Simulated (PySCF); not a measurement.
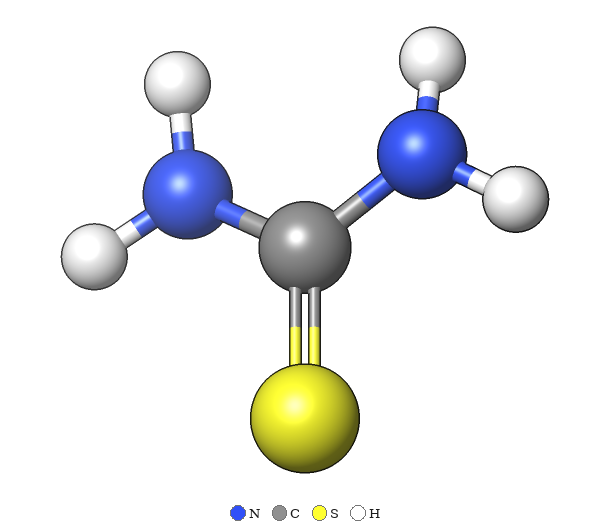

The computed structure is the end point of a GFN2-xTB optimisation. No frequency run is at hand to confirm it as a minimum. Method: ωB97X-D/def2-SVPD, gas phase (PySCF 2.14.0). Excitations: vertical, linear response.

Computed properties:

The species is CH4N2S (`NC(N)=S`).
- dipole moment: 5.35 D
- HOMO energy (Kohn–Sham orbital): −7.92 eV
- LUMO energy (Kohn–Sham orbital): 1.47 eV
- HOMO–LUMO gap: 9.39 eV
- mean static polarisability: 54.9 bohr³
- lowest vertical singlet excitation: 4.19 eV
- its oscillator strength: 0.000
- brightest of the 8 lowest singlets: 5.38 eV
- its oscillator strength: 0.22
